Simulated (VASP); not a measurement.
Band structure of Co (hcp). These are TPSS meta-GGA, VASP's PBE PAW potentials (set 64) (plane waves; VASP) values and carry that method's errors.

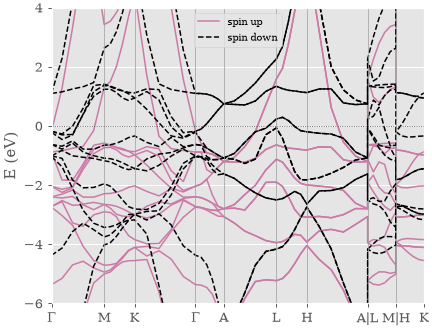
*Bands along high-symmetry lines, zero at the valence-band maximum or, without a gap, the Fermi level*

**Question.** Read the plot: is there a gap, and where are the band edges?

**Answer.** It has no gap at this level: it comes out as a metal or semimetal.

The compound is Co in the hcp structure. It was relaxed first, which changed the volume by -5 %.
